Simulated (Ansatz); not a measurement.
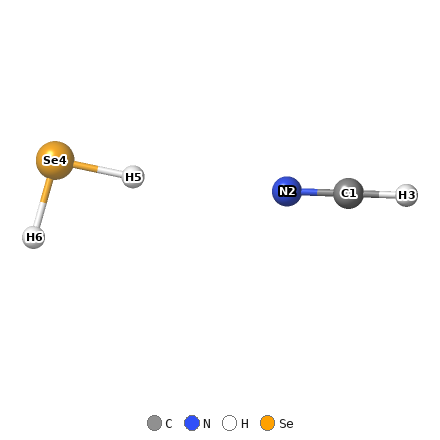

The system is the pair CHN···H₂Se; the picture shows the reference structure. 
- The turn is about an axis along (−0.92, 0.39, −0.03) in the frame of the relaxed pair, normal to the line between the partners.
- First axis: distance Se4···N2. Second axis: turn of C1, N2, H3 about Se4.
- The grid has 15 × 15 points.
- Points are written as (first, second).
- All energies are given in kcal/mol relative to the two partners far apart, frozen as in the relaxed pair, each in its own basis (no counterpoise correction).
- Level of theory: Ansatz, RHF/def2-TZVPD.

Its coordinates:

| atom | x (Å) | y (Å) | z (Å) |
| --- | --- | --- | --- |
| C | -0.0568 | -0.3146 | -2.4968 |
| N | -0.0203 | -0.1476 | -1.3861 |
| H | -0.0910 | -0.4717 | -3.5428 |
| Se | 0.2818 | 0.8710 | 2.7525 |
| H | 0.1382 | 0.4293 | 1.3747 |
| H | -0.2519 | -0.3664 | 3.2986 |

Range: distance Se4···N2 from 3.589 to 5.589 Å; turn of C1, N2, H3 about Se4 from −90.0 to 90.0°.

> Predict the map.

The lowest grid point is at (4.347 Å, 0.0°), −1.06 kcal/mol from the two partners far apart, frozen as in the relaxed pair, each in its own basis (no counterpoise correction). The energy also falls towards the edge at (4.347 Å, 90.0°) (0.041 kcal/mol above the lowest), where a further well may lie outside the range. The highest grid point, (3.589 Å, 12.9°), lies 2.06 kcal/mol above the lowest.

| turn of C1, N2, H3 about Se4 ↓, distance Se4···N2 → | 3.589 | 3.639 | 3.720 | 3.821 | 3.935 | 4.062 | 4.200 | 4.347 | 4.503 | 4.667 | 4.838 | 5.016 | 5.201 | 5.392 | 5.589 |
| --- | --- | --- | --- | --- | --- | --- | --- | --- | --- | --- | --- | --- | --- | --- | --- |
| 90.0 | 0.95 | 0.55 | 0.03 | −0.42 | −0.74 | −0.93 | −1.02 | −1.02 | −0.98 | −0.91 | −0.83 | −0.74 | −0.65 | −0.58 | −0.51 |
| 77.1 | 0.73 | 0.39 | −0.03 | −0.40 | −0.66 | −0.82 | −0.89 | −0.90 | −0.87 | −0.81 | −0.74 | −0.67 | −0.60 | −0.53 | −0.47 |
| 64.3 | 0.39 | 0.14 | −0.16 | −0.43 | −0.62 | −0.73 | −0.78 | −0.78 | −0.75 | −0.70 | −0.65 | −0.59 | −0.53 | −0.47 | −0.42 |
| 51.4 | 0.23 | 0.03 | −0.23 | −0.44 | −0.60 | −0.69 | −0.73 | −0.72 | −0.70 | −0.65 | −0.60 | −0.55 | −0.50 | −0.45 | −0.40 |
| 38.6 | 0.41 | 0.17 | −0.14 | −0.40 | −0.59 | −0.70 | −0.75 | −0.76 | −0.73 | −0.69 | −0.63 | −0.58 | −0.52 | −0.47 | −0.42 |
| 25.7 | 0.77 | 0.44 | 0.02 | −0.35 | −0.62 | −0.78 | −0.86 | −0.87 | −0.84 | −0.79 | −0.72 | −0.65 | −0.58 | −0.52 | −0.46 |
| 12.9 | 0.99 | 0.58 | 0.07 | −0.39 | −0.71 | −0.90 | −0.99 | −1.01 | −0.97 | −0.90 | −0.82 | −0.73 | −0.65 | −0.58 | −0.51 |
| 0.0 | 0.90 | 0.49 | −0.03 | −0.48 | −0.79 | −0.98 | −1.06 | −1.06 | −1.02 | −0.94 | −0.85 | −0.76 | −0.67 | −0.59 | −0.52 |
| −12.9 | 0.53 | 0.20 | −0.22 | −0.58 | −0.83 | −0.96 | −1.01 | −1.00 | −0.95 | −0.87 | −0.78 | −0.70 | −0.62 | −0.54 | −0.48 |
| −25.7 | 0.00 | −0.21 | −0.47 | −0.69 | −0.83 | −0.89 | −0.90 | −0.87 | −0.81 | −0.74 | −0.66 | −0.59 | −0.52 | −0.46 | −0.40 |
| −38.6 | −0.45 | −0.56 | −0.67 | −0.76 | −0.80 | −0.80 | −0.77 | −0.72 | −0.66 | −0.59 | −0.53 | −0.47 | −0.41 | −0.36 | −0.32 |
| −51.4 | −0.64 | −0.68 | −0.72 | −0.73 | −0.71 | −0.68 | −0.63 | −0.57 | −0.51 | −0.45 | −0.40 | −0.35 | −0.30 | −0.26 | −0.23 |
| −64.3 | −0.54 | −0.56 | −0.57 | −0.57 | −0.54 | −0.51 | −0.46 | −0.41 | −0.36 | −0.31 | −0.27 | −0.23 | −0.20 | −0.17 | −0.14 |
| −77.1 | −0.22 | −0.25 | −0.29 | −0.30 | −0.30 | −0.29 | −0.26 | −0.23 | −0.20 | −0.17 | −0.14 | −0.11 | −0.09 | −0.07 | −0.06 |
| −90.0 | 0.20 | 0.14 | 0.07 | 0.01 | −0.03 | −0.04 | −0.05 | −0.04 | −0.03 | −0.02 | −0.01 | 0.00 | 0.01 | 0.02 | 0.02 |

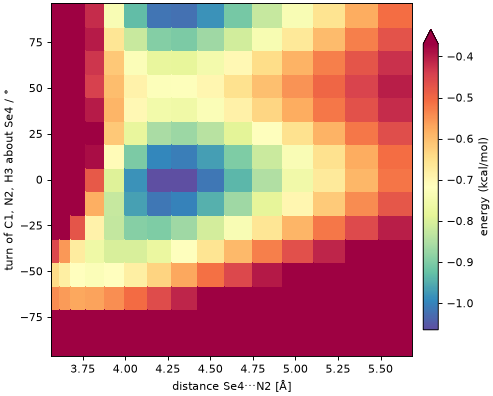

Drawn: one coloured cell a grid point, one colour for all values above the top of the scale.

Each point was launched as `ansatz run input.yaml --threads 1 --pin off --max-ram 2560MiB --backend cpu --events-out ev --progress --plain --runs-dir out`. Time for the 225 points that were run: 27 min on 1 thread of Arm Neoverse N1 (shared host).
